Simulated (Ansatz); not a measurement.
**CH$_{4}$Cl$_{2}$Si: molecular dynamics (part 2 of 2)**

The same run, continued: CH$_{4}$Cl$_{2}$Si; RKS PBE0-D4/6-31G* (Ansatz 0.2.0). It belongs to a series of runs on one base structure; here: dynamics from the highest image of the converged band.

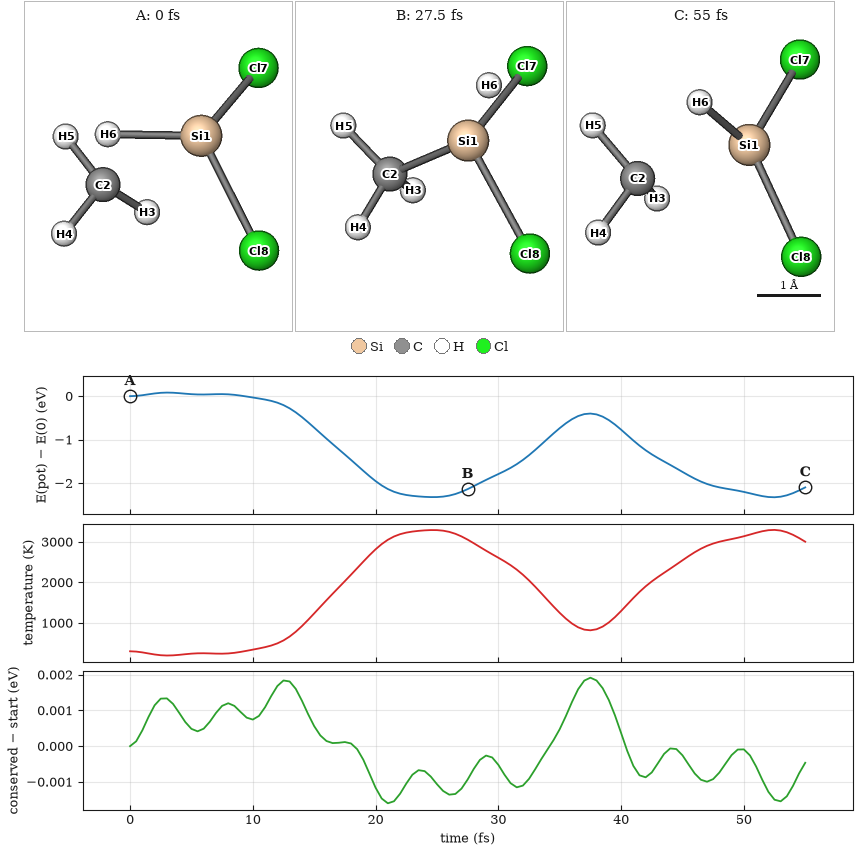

*Frames of the molecular dynamics (ball-and-stick, seen at a tilt) above the curves, on which the letters mark them.*

The trajectory kept here has 111 frames over 55 fs. The temperature starts at 300 K, ranges from 196 to 3296 K and averages 2287 K over the second half. The potential energy ends 2.098 eV below its first value. The conserved quantity stays within 0.0035 eV. After an unweighted best fit of the last frame on the first, the root-mean-square displacement is 0.46 Å, and H6 has moved furthest (1.03 Å).

```
Total energy: -34012.75317766 eV, -1249.9456246069 hartree
Atom 0 at     0.148732    -0.014065    -0.279840 Å, force     4.547309     0.649011     3.238581 eV/Å
Atom 1 at     1.059027     0.070786     1.672473 Å, force     0.465546    -0.449609    -1.215278 eV/Å
Atom 2 at     0.267718     0.212786     2.374574 Å, force    -0.954478     0.147247     0.649399 eV/Å
Atom 3 at     1.612695    -0.851297     2.054958 Å, force    -0.663840     0.869293    -1.063430 eV/Å
Atom 4 at     1.751996     0.947996     1.846712 Å, force    -0.666508    -0.743658    -0.788989 eV/Å
Atom 5 at     1.560482     0.062429    -1.087335 Å, force    -2.199313    -0.019267     0.124651 eV/Å
Atom 6 at    -0.909747     1.780824    -0.236206 Å, force    -0.086645    -0.868976    -0.563120 eV/Å
Atom 7 at    -0.660683    -1.893160    -0.393238 Å, force    -0.442071     0.415959    -0.381814 eV/Å
Dipole moment:     0.104216    -0.018004    -0.017156 e Å
```

Trajectory as extended XYZ (Å, eV, eV/Å), 25 of the 111 frames kept, from step=0 to step=110:
```
8
Properties=species:S:1:pos:R:3:forces:R:3 step=0 time_fs=0.0 energy=-34010.65549 temperature=300.0
Si    0.3256    0.0269   -0.4633    0.0003   0.0002  -0.0014
C     0.9794    0.0057    1.6365    0.0040   0.0032  -0.0012
H    -0.0357   -0.0925    2.0379   -0.0005   0.0012   0.0012
H     1.5772   -0.8618    1.9261   -0.0023  -0.0008  -0.0023
H     1.4259    0.9423    1.9781   -0.0004   0.0000   0.0024
H     1.6669    0.0939    0.1996   -0.0016  -0.0006   0.0012
Cl   -0.9465    1.6347   -0.1944    0.0009  -0.0015   0.0008
Cl   -0.7211   -1.7492   -0.3045   -0.0004  -0.0017  -0.0007
8
Properties=species:S:1:pos:R:3:forces:R:3 step=5 time_fs=2.5 energy=-34010.57873 temperature=202.7
Si    0.3244    0.0291   -0.4679    0.6700  -0.1448   0.5028
C     0.9585    0.0118    1.6301    1.9258   0.0857  -0.0911
H    -0.0274   -0.0290    2.0395   -0.9217  -0.1696   0.3864
H     1.5690   -0.8893    1.9217   -0.6344   0.8988  -0.1441
H     1.4415    0.9749    1.9359   -0.2905  -0.8038  -0.1081
H     1.7174    0.0853    0.2063   -0.7992  -0.0102  -0.4527
Cl   -0.9420    1.6386   -0.1880   -0.0078   0.0146  -0.0476
Cl   -0.7196   -1.7586   -0.3041    0.0579   0.1292  -0.0456
8
Properties=species:S:1:pos:R:3:forces:R:3 step=9 time_fs=4.5 energy=-34010.59871 temperature=227.7
Si    0.3244    0.0306   -0.4709    0.6801  -0.2762   0.7766
C     0.9478    0.0171    1.6248    0.7634   0.2169  -0.1102
H    -0.0539    0.0151    2.0546   -0.1811  -0.1944   0.0914
H     1.5387   -0.8776    1.9130   -0.3968   0.5184   0.0234
H     1.4434    0.9708    1.8983   -0.1252  -0.5261   0.0538
H     1.7269    0.0781    0.1939   -0.8531   0.0087  -0.6250
Cl   -0.9384    1.6417   -0.1829    0.0009   0.0145  -0.1098
Cl   -0.7183   -1.7659   -0.3038    0.1118   0.2382  -0.1002
8
Properties=species:S:1:pos:R:3:forces:R:3 step=14 time_fs=7.0 energy=-34010.60990 temperature=242.4
Si    0.3256    0.0319   -0.4730   -0.0108  -0.4360   1.0069
C     0.9367    0.0247    1.6175   -1.7642   0.5272  -0.3284
H    -0.0917    0.0597    2.0762    0.8640  -0.2182  -0.3510
H     1.4842   -0.8428    1.9054    0.4268  -0.7890   0.3854
H     1.4419    0.9433    1.8556    0.3934   0.4979   0.3283
H     1.6970    0.0698    0.1453   -0.1369   0.0460  -0.6171
Cl   -0.9339    1.6456   -0.1767    0.0371  -0.0104  -0.2278
Cl   -0.7164   -1.7748   -0.3036    0.1906   0.3826  -0.1964
8
Properties=species:S:1:pos:R:3:forces:R:3 step=18 time_fs=9.0 energy=-34010.64249 temperature=284.5
Si    0.3266    0.0324   -0.4732   -0.9547  -0.5489   1.2816
C     0.9225    0.0326    1.6106   -1.7463   0.3691  -0.3738
H    -0.0904    0.0863    2.0808    0.6401  -0.1711  -0.2294
H     1.4544   -0.8415    1.9136    0.4238  -0.7596   0.2682
H     1.4548    0.9373    1.8341    0.4133   0.5734   0.2859
H     1.6661    0.0650    0.0798    0.8913   0.0835  -0.5626
Cl   -0.9302    1.6487   -0.1720    0.0776  -0.0418  -0.3641
Cl   -0.7147   -1.7813   -0.3037    0.2549   0.4954  -0.3058
8
Properties=species:S:1:pos:R:3:forces:R:3 step=23 time_fs=11.5 energy=-34010.76395 temperature=441.7
Si    0.3259    0.0318   -0.4708   -1.4409  -0.6456   2.3549
C     0.8983    0.0438    1.6003    0.6071  -0.1659  -0.4267
H    -0.0620    0.1112    2.0782   -0.6462   0.0024   0.4636
H     1.4350   -0.8719    1.9347   -0.2804   0.5272  -0.3112
H     1.4889    0.9539    1.8206   -0.2212  -0.3778  -0.0219
H     1.6774    0.0636   -0.0344    1.5469   0.1183  -0.9538
Cl   -0.9255    1.6526   -0.1667    0.1158  -0.0651  -0.6033
Cl   -0.7122   -1.7888   -0.3043    0.3190   0.6062  -0.5018
8
Properties=species:S:1:pos:R:3:forces:R:3 step=28 time_fs=14.0 energy=-34011.13583 temperature=921.0
Si    0.3225    0.0299   -0.4632   -0.0668  -0.6485   4.2977
C     0.8760    0.0543    1.5878    0.7470  -0.3012  -0.6998
H    -0.0651    0.1358    2.1003   -0.6049   0.1020   0.5440
H     1.4022   -0.8766    1.9394   -0.3881   0.7805  -0.4939
H     1.5118    0.9518    1.8067   -0.5154  -0.6507  -0.1612
H     1.7716    0.0690   -0.2083    0.3889   0.1022  -1.7778
Cl   -0.9206    1.6563   -0.1625    0.0983  -0.0395  -0.9359
Cl   -0.7092   -1.7953   -0.3058    0.3409   0.6552  -0.7732
8
Properties=species:S:1:pos:R:3:forces:R:3 step=32 time_fs=16.0 energy=-34011.63215 temperature=1559.5
Si    0.3195    0.0274   -0.4507    1.4323  -0.5679   5.4850
C     0.8606    0.0617    1.5753   -1.0921  -0.0754  -0.9097
H    -0.0922    0.1594    2.1398    0.4920   0.0398  -0.1203
H     1.3605   -0.8494    1.9232    0.0524  -0.0420  -0.2305
H     1.5099    0.9245    1.7895   -0.1905  -0.0650  -0.0879
H     1.8668    0.0778   -0.4200   -1.0160   0.0536  -1.9185
Cl   -0.9166    1.6592   -0.1602    0.0163   0.0158  -1.2226
Cl   -0.7063   -1.7996   -0.3078    0.3057   0.6411  -0.9954
8
Properties=species:S:1:pos:R:3:forces:R:3 step=37 time_fs=18.5 energy=-34012.24598 temperature=2350.7
Si    0.3186    0.0231   -0.4246    2.5190  -0.3824   5.2701
C     0.8363    0.0708    1.5554   -2.0218   0.0632  -1.1958
H    -0.0999    0.1906    2.1808    0.8880  -0.0341  -0.6916
H     1.3135   -0.8225    1.8925    0.5160  -0.9709   0.1145
H     1.5003    0.8906    1.7639    0.3479   0.6876   0.0369
H     1.9272    0.0912   -0.7822   -2.3257  -0.0302  -1.0064
Cl   -0.9116    1.6630   -0.1593   -0.1366   0.0869  -1.4196
Cl   -0.7023   -1.8041   -0.3120    0.2132   0.5800  -1.1080
8
Properties=species:S:1:pos:R:3:forces:R:3 step=41 time_fs=20.5 energy=-34012.70876 temperature=2945.6
Si    0.3217    0.0191   -0.3957    2.5178  -0.2082   3.7879
C     0.8102    0.0781    1.5354   -0.0942  -0.3731  -0.9852
H    -0.0712    0.2146    2.1870    0.0898   0.0062  -0.4929
H     1.2950   -0.8363    1.8705    0.1906  -0.3278  -0.0673
H     1.5041    0.8884    1.7442    0.1430   0.3548  -0.0564
H     1.8804    0.1009   -1.1172   -2.7736  -0.0944   0.2495
Cl   -0.9077    1.6660   -0.1602   -0.2277   0.1107  -1.4034
Cl   -0.6988   -1.8070   -0.3166    0.1543   0.5318  -1.0322
8
Properties=species:S:1:pos:R:3:forces:R:3 step=46 time_fs=23.0 energy=-34012.94752 temperature=3254.3
Si    0.3301    0.0138   -0.3526    1.5085  -0.0133   1.1814
C     0.7785    0.0853    1.5060    3.0026  -0.8557  -0.5023
H    -0.0370    0.2457    2.1725   -1.1485   0.1211   0.1524
H     1.2795   -0.8661    1.8384   -0.3222   0.7073  -0.2902
H     1.5135    0.9005    1.7155   -0.4027  -0.3964  -0.2195
H     1.6753    0.1079   -1.5168   -2.4816  -0.1433   1.7744
Cl   -0.9032    1.6700   -0.1636   -0.2762   0.1064  -1.2655
Cl   -0.6942   -1.8098   -0.3240    0.1201   0.4738  -0.8307
8
Properties=species:S:1:pos:R:3:forces:R:3 step=50 time_fs=25.0 energy=-34012.97557 temperature=3290.1
Si    0.3393    0.0094   -0.3160    0.1255   0.1019  -1.0929
C     0.7627    0.0883    1.4807    3.1820  -0.6584   0.6601
H    -0.0516    0.2748    2.1628   -0.7820  -0.0142  -0.2192
H     1.2559   -0.8647    1.8017   -0.2679   0.6132  -0.1010
H     1.5065    0.8969    1.6841   -0.3690  -0.4025  -0.1554
H     1.4046    0.1074   -1.7654   -1.7120  -0.1489   2.6368
Cl   -0.9000    1.6733   -0.1678   -0.2839   0.1035  -1.1046
Cl   -0.6904   -1.8114   -0.3309    0.1072   0.4053  -0.6237
8
Properties=species:S:1:pos:R:3:forces:R:3 step=55 time_fs=27.5 energy=-34012.79328 temperature=3055.2
Si    0.3506    0.0042   -0.2727   -1.9110   0.1667  -3.7798
C     0.7564    0.0894    1.4527    1.5180   0.0964   2.2204
H    -0.1052    0.3086    2.1342    0.3722  -0.3267  -1.0184
H     1.2154   -0.8371    1.7535    0.3129  -0.5478   0.4983
H     1.4819    0.8754    1.6384    0.2976   0.3242   0.1784
H     0.9796    0.0991   -1.9338   -0.3678  -0.1126   3.0564
Cl   -0.8963    1.6777   -0.1747   -0.2984   0.1470  -0.8396
Cl   -0.6854   -1.8129   -0.3405    0.0765   0.2527  -0.3157
8
Properties=species:S:1:pos:R:3:forces:R:3 step=60 time_fs=30.0 energy=-34012.44673 temperature=2608.9
Si    0.3580   -0.0007   -0.2375   -3.7159   0.1196  -5.6475
C     0.7583    0.0906    1.4355    1.4835   0.1119   3.0113
H    -0.1421    0.3246    2.0505    0.4647  -0.3188  -0.7201
H     1.1915   -0.8376    1.7334    0.4574  -0.8003   0.7519
H     1.4734    0.8712    1.6030    0.5935   0.6476   0.4528
H     0.5333    0.0843   -1.9237    1.0912  -0.0287   2.5680
Cl   -0.8932    1.6822   -0.1831   -0.3664   0.2992  -0.4687
Cl   -0.6804   -1.8139   -0.3506   -0.0080  -0.0306   0.0523
8
Properties=species:S:1:pos:R:3:forces:R:3 step=64 time_fs=32.0 energy=-34012.12232 temperature=2189.9
Si    0.3583   -0.0044   -0.2177   -4.5027   0.0242  -5.9085
C     0.7656    0.0919    1.4324    3.2830  -0.4955   3.2024
H    -0.1536    0.3241    1.9527   -0.2862  -0.0562   0.1446
H     1.1905   -0.8693    1.7480    0.0159   0.2456   0.4680
H     1.4895    0.8930    1.5930    0.0523   0.0682   0.4664
H     0.2184    0.0710   -1.8054    2.0469   0.0693   1.3346
Cl   -0.8911    1.6863   -0.1903   -0.4793   0.5338  -0.0899
Cl   -0.6763   -1.8148   -0.3586   -0.1300  -0.3894   0.3824
8
Properties=species:S:1:pos:R:3:forces:R:3 step=69 time_fs=34.5 energy=-34011.51156 temperature=1404.0
Si    0.3502   -0.0090   -0.2040   -4.0736  -0.0895  -4.0381
C     0.7895    0.0914    1.4427    3.7703  -0.6358   2.9242
H    -0.1831    0.3208    1.8396   -0.3582   0.0685   0.6987
H     1.1897   -0.8940    1.7905   -0.2385   0.9309   0.1965
H     1.5104    0.9218    1.6052   -0.4837  -0.4786   0.4395
H    -0.0653    0.0588   -1.5984    2.3680   0.2161  -1.4043
Cl   -0.8893    1.6922   -0.1995   -0.6659   0.9552   0.4048
Cl   -0.6715   -1.8165   -0.3681   -0.3184  -0.9669   0.7786
8
Properties=species:S:1:pos:R:3:forces:R:3 step=73 time_fs=36.5 energy=-34011.11278 temperature=891.7
Si    0.3375   -0.0128   -0.1994   -2.9252  -0.1044  -1.9680
C     0.8217    0.0888    1.4615    1.5859  -0.1130   2.0719
H    -0.2194    0.3202    1.7769    0.7908  -0.1191   0.6520
H     1.1805   -0.8781    1.8344    0.0239   0.3597   0.3037
H     1.5093    0.9274    1.6342   -0.2691  -0.2065   0.4693
H    -0.1924    0.0577   -1.4838    1.9880   0.2909  -3.2520
Cl   -0.8887    1.6980   -0.2064   -0.7668   1.2488   0.7168
Cl   -0.6680   -1.8190   -0.3747   -0.4274  -1.3564   1.0064
8
Properties=species:S:1:pos:R:3:forces:R:3 step=78 time_fs=39.0 energy=-34011.20592 temperature=1011.4
Si    0.3158   -0.0177   -0.1977   -2.3099   0.1044  -1.6393
C     0.8683    0.0852    1.4936   -0.8908   0.3483   0.2627
H    -0.2215    0.3131    1.7346    1.3761  -0.1821   0.7935
H     1.1726   -0.8452    1.9076    0.4600  -0.7469   0.5641
H     1.4970    0.9276    1.6958    0.3361   0.5117   0.4773
H    -0.2419    0.0714   -1.5062    2.2228   0.1952  -2.5084
Cl   -0.8890    1.7072   -0.2139   -0.7250   1.2288   0.9287
Cl   -0.6643   -1.8242   -0.3814   -0.4692  -1.4595   1.1215
8
Properties=species:S:1:pos:R:3:forces:R:3 step=82 time_fs=41.0 energy=-34011.67555 temperature=1614.5
Si    0.2949   -0.0215   -0.1989   -2.1098   0.4252  -2.4398
C     0.9034    0.0833    1.5208   -0.6762  -0.0166  -0.4476
H    -0.1682    0.3003    1.7348    0.5719  -0.0015   1.0259
H     1.1836   -0.8440    1.9878    0.3885  -0.3665   0.1724
H     1.4983    0.9454    1.7650    0.3036   0.3228   0.2227
H    -0.1867    0.0908   -1.6328    2.5759   0.0168  -0.5496
Cl   -0.8902    1.7161   -0.2188   -0.5840   0.8641   0.9427
Cl   -0.6619   -1.8302   -0.3855   -0.4700  -1.2443   1.0732
8
Properties=species:S:1:pos:R:3:forces:R:3 step=87 time_fs=43.5 energy=-34012.15755 temperature=2236.5
Si    0.2649   -0.0254   -0.2051   -1.1229   0.8364  -2.7877
C     0.9450    0.0807    1.5531    0.7019  -0.4242  -0.3955
H    -0.0793    0.2855    1.7908   -0.9609   0.2674   1.1972
H     1.2169   -0.8563    2.0927    0.1646   0.6487  -0.7056
H     1.5135    0.9794    1.8603   -0.0740  -0.5681  -0.3791
H     0.0177    0.1154   -1.8143    2.1876  -0.1657   1.4253
Cl   -0.8925    1.7284   -0.2235   -0.4043   0.2672   0.7774
Cl   -0.6596   -1.8394   -0.3889   -0.4920  -0.8617   0.8679
8
Properties=species:S:1:pos:R:3:forces:R:3 step=92 time_fs=46.0 energy=-34012.55252 temperature=2745.0
Si    0.2326   -0.0275   -0.2171    0.4352   1.1559  -2.1821
C     0.9888    0.0763    1.5834   -0.8073   0.0336  -0.3085
H    -0.0351    0.2839    1.9144   -0.2804   0.0374   0.5871
H     1.2618   -0.8363    2.1590    0.2750   0.4161  -0.9143
H     1.5272    0.9839    1.9342    0.0741  -0.6275  -0.7405
H     0.3498    0.1305   -1.9151    1.1267  -0.2608   2.4971
Cl   -0.8955    1.7412   -0.2269   -0.2878  -0.2239   0.4773
Cl   -0.6581   -1.8502   -0.3909   -0.5353  -0.5307   0.5837
8
Properties=species:S:1:pos:R:3:forces:R:3 step=96 time_fs=48.0 energy=-34012.75246 temperature=3002.9
Si    0.2072   -0.0274   -0.2302    1.8284   1.2845  -1.3488
C     1.0213    0.0728    1.6065   -2.9659   0.5558  -0.5481
H    -0.0143    0.2851    2.0401    0.8086  -0.2582  -0.2125
H     1.3096   -0.8031    2.1742    0.5377  -0.5384  -0.5394
H     1.5415    0.9621    1.9632    0.5170   0.0549  -0.7134
H     0.6667    0.1318   -1.8923    0.0678  -0.2846   2.7935
Cl   -0.8983    1.7512   -0.2290   -0.2302  -0.5028   0.2186
Cl   -0.6576   -1.8595   -0.3917   -0.5635  -0.3111   0.3501
8
Properties=species:S:1:pos:R:3:forces:R:3 step=101 time_fs=50.5 energy=-34012.88975 temperature=3180.5
Si    0.1792   -0.0249   -0.2489    3.4378   1.2310   0.0182
C     1.0485    0.0709    1.6327   -3.8161   0.4767  -0.6467
H     0.0534    0.2729    2.1849    0.9789  -0.3395  -0.6816
H     1.3983   -0.7916    2.1647    0.5915  -0.9456  -0.4203
H     1.5881    0.9401    1.9615    0.7817   0.6068  -0.6727
H     1.0618    0.1183   -1.7163   -1.2168  -0.2436   2.4135
Cl   -0.9021    1.7629   -0.2314   -0.1846  -0.7274  -0.0799
Cl   -0.6579   -1.8715   -0.3923   -0.5724  -0.0584   0.0694
8
Properties=species:S:1:pos:R:3:forces:R:3 step=105 time_fs=52.5 energy=-34012.98023 temperature=3295.6
Si    0.1620   -0.0209   -0.2639    4.3123   1.0294   1.3813
C     1.0570    0.0710    1.6515   -2.1754  -0.0500  -0.4237
H     0.1474    0.2492    2.2744    0.1628  -0.1568  -0.3280
H     1.4932   -0.8192    2.1373    0.0746  -0.0141  -0.8991
H     1.6565    0.9446    1.9305    0.2701   0.0273  -0.8484
H     1.3299    0.0970   -1.4716   -1.9488  -0.1592   1.5682
Cl   -0.9054    1.7714   -0.2333   -0.1526  -0.8220  -0.3046
Cl   -0.6588   -1.8812   -0.3926   -0.5429   0.1453  -0.1456
8
Properties=species:S:1:pos:R:3:forces:R:3 step=110 time_fs=55.0 energy=-34012.75316 temperature=3004.1
Si    0.1487   -0.0141   -0.2798    4.5473   0.6490   3.2386
C     1.0590    0.0708    1.6725    0.4655  -0.4496  -1.2153
H     0.2677    0.2128    2.3746   -0.9545   0.1472   0.6494
H     1.6127   -0.8513    2.0550   -0.6638   0.8693  -1.0634
H     1.7520    0.9480    1.8467   -0.6665  -0.7437  -0.7890
H     1.5605    0.0624   -1.0873   -2.1993  -0.0193   0.1247
Cl   -0.9097    1.7808   -0.2362   -0.0866  -0.8690  -0.5631
Cl   -0.6607   -1.8932   -0.3932   -0.4421   0.4160  -0.3818
```

The run was set up as follows.

Input:
```yaml
crystal:
  periodic: [false, false, false]
  atoms:
    - { symbol: Si, position_ang: [0.325579, 0.026906, -0.463319] }
    - { symbol: C, position_ang: [0.979377, 0.005688, 1.636475] }
    - { symbol: H, position_ang: [-0.035653, -0.092534, 2.037935] }
    - { symbol: H, position_ang: [1.577219, -0.861771, 1.926081] }
    - { symbol: H, position_ang: [1.425858, 0.942333, 1.978118] }
    - { symbol: H, position_ang: [1.666885, 0.093871, 0.199588] }
    - { symbol: Cl, position_ang: [-0.946519, 1.634708, -0.194432] }
    - { symbol: Cl, position_ang: [-0.721147, -1.749201, -0.304548] }
basis:
  gaussian: { orbitals: "6-31G*" }
hamiltonian:
  xc: pbe0
  dispersion: d4
md:
  timestep: 0.5
  n_steps: 110
  ensemble: nve
  temperature: 300.0
  initial_velocities: maxwell_boltzmann
  seed: 4810
```

Launch command:
```bash
ansatz run input.yaml --threads 1 --pin off --max-ram 2048MiB --backend cpu --events-out ev --progress --plain --runs-dir out
```

Results in brief:

- outcome: finished
- mean temperature over the second half: 2287 K
- trajectory: 110 steps, 55 fs
- ensemble: nve
- temperature in the input: 300.0 K
- time step: 0.5 fs
- potential energy (last step): −34012.7532 eV
- mean-field energy (last step): −34012.5754 eV
- largest force (length of the vector) (last step): 5.620 eV/Å
- hardware: 1 thread of Arm Neoverse V1, 24 GiB of memory available, shared host
- wall time: 7.4 min
- peak memory: 0.16 GiB

Remarks:

So short a trajectory is not equilibrated.
